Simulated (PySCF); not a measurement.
Molecule: C₂H₉AlSSi, SMILES [CH3][Al]([CH3])[S][SiH3]. Atoms near the plane z = 0.0 Å, at the CAM-B3LYP/def2-SVP optimised geometry (x, y, z in Å): Si1 (-0.8, 1.6, 0.0), C5 (0.3, -1.9, -0.1), H7 (0.7, 1.6, 0.0), H8 (-1.2, 3.0, 0.0), H12 (0.7, -3.0, -0.2), H13 (-0.2, -1.8, 0.8), H14 (1.2, -1.3, -0.1).

Method: CAM-B3LYP/def2-TZVP (PySCF). Cells within 0.4 Å of a nucleus heavier than hydrogen are left out (blank, or x). The values are rescaled to run from 0 to 1.

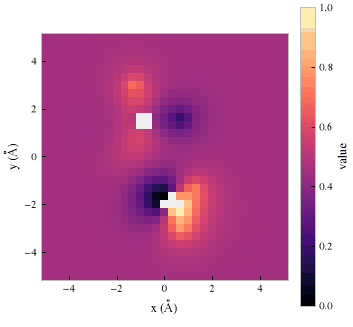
a field on the plane z = 0.0 Å.

### Question
Which quantity is mapped?
A) log10 of the electron density
B) Laplacian of the electron density
C) electron localisation function
D) an orbital amplitude

### Answer
D, an orbital amplitude. In full: HOMO−1 amplitude (bohr^(-3/2)).
